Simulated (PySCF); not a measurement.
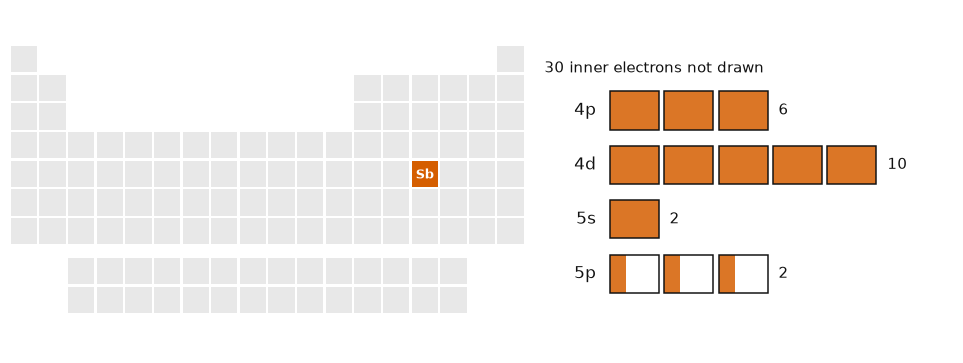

**Figure 1.** Left, the place of antimony in the periodic table; right, the outer shells of the nominal configuration: a box for each of the 2l + 1 orbitals, shaded by the share of the shell that is filled, with the electron count at the right.

Run report: Sb⁺, atomic calculation

- system: Sb⁺, configuration 1s2 2s2 2p6 3s2 3p6 3d10 4s2 4p6 4d10 5s2 5p2, multiplicity 3.
- method: unrestricted BP86, def2-TZVPPD with ECP28, scalar-relativistic core potential (PySCF)

The input:
```python
from pyscf import gto, scf, dft, mp, cc
mol = gto.M(atom="Sb 0 0 0", charge=1, spin=2, symmetry="D2h",
            basis="def2-TZVPPD",
            ecp="def2-TZVPPD")
mf = dft.UKS(mol, xc="B88,P86")
mf.irrep_nelec = {'Ag': (4, 4), 'B1g': (1, 1), 'B2g': (1, 1), 'B3g': (1, 1), 'B1u': (2, 1), 'B2u': (2, 1), 'B3u': (1, 1)}
mf.kernel()
```

The script is an equivalent of what the driver set up; the driver started from orbitals of its own, so the log can be shorter than this script's would be, and it computed the properties (radii, ⟨L²⟩, response) afterwards. It held the occupations shell by shell, which the script's counts by irreducible representation don't always enforce.

The program's output (extracts):
```
damping factor = 0
level_shift factor = 0
DIIS = <class 'pyscf.scf.diis.CDIIS'>
diis_start_cycle = 1
diis_space = 10
diis_damp = 0
SCF conv_tol = 1e-09
SCF conv_tol_grad = None
number electrons alpha = 12  beta = 10
XC functionals = B88,P86
    A. D. Becke.,  Phys. Rev. A 38, 3098 (1988)
    J. P. Perdew.,  Phys. Rev. B 33, 8822 (1986)
cycle= 1 E= -240.002596280968  delta_E= -0.0093  |g|= 0.0414  |ddm|= 0.494
cycle= 2 E= -240.002768250208  delta_E= -0.000172  |g|= 0.0282  |ddm|= 0.0613
cycle= 3 E= -240.00293720808  delta_E= -0.000169  |g|= 0.00214  |ddm|= 0.0325
cycle= 4 E= -240.002938780762  delta_E= -1.57e-06  |g|= 5.57e-05  |ddm|= 0.0047
cycle= 5 E= -240.002938782632  delta_E= -1.87e-09  |g|= 4.72e-06  |ddm|= 0.000105
cycle= 6 E= -240.002938782644  delta_E= -1.16e-11  |g|= 2.59e-07  |ddm|= 7.74e-06
converged SCF energy = -240.002938782644  <S^2> = 2.0013788  2S+1 = 3.0009191
```

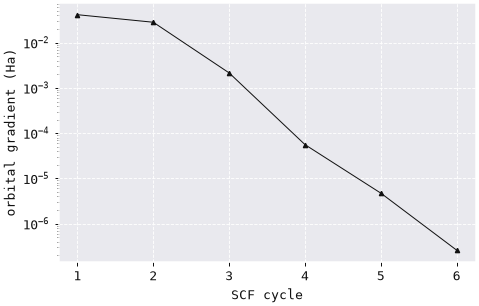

**Figure 2.** Convergence: orbital gradient against the SCF cycle. The residual falls at every step. It goes from 0.041 to 2.6×10⁻⁷ in 6 steps.

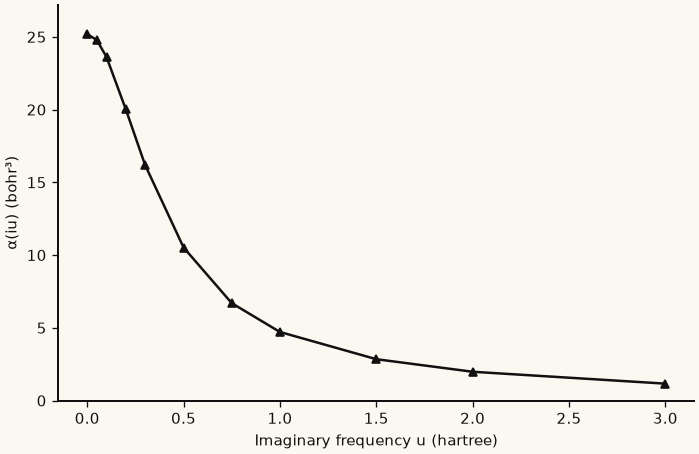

**Figure 3.** Dipole polarisability at imaginary frequency of Sb⁺ ([Kr] 4d¹⁰ 5s² 5p²). Coupled response at the BP86 level; PySCF, def2-TZVPPD with a 28-electron core potential, unrestricted single determinants, no spin-orbit coupling. The static dipole polarisability is 25.2 bohr³; α(iu) falls to half of it near u = 0.41 hartree. The Casimir–Polder integral gives C₆ = 207 hartree bohr⁶ for two such species.

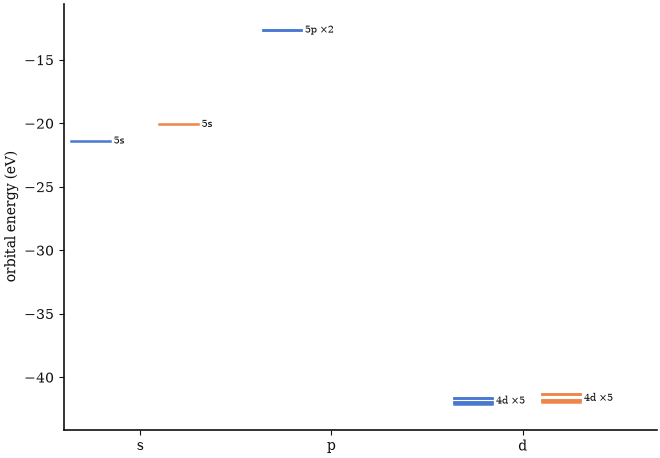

**Figure 4.** Orbital energies of the mean field, from the top down to −42.1 eV, by angular momentum, α spin at the left of each column and β at the right; ×n counts the orbitals under one label. Empty levels that the record names by l alone aren't drawn. The highest filled orbital is 5p α at −12.6 eV, the lowest empty one p α at −12.6 eV.

Summary:

- outcome: converged
- total energy (valence electrons, under a core potential): −240.002939 hartree
- ⟨S²⟩: 2.001
- ⟨L²⟩: 2.01
- static polarisability: 25.2 bohr³
- C₆ of the like pair: 207 hartree bohr⁶
- SCF iterations: 6
- hardware: 1 CPU thread, shared host
- CPU time: 6.2 s (integrals apart)
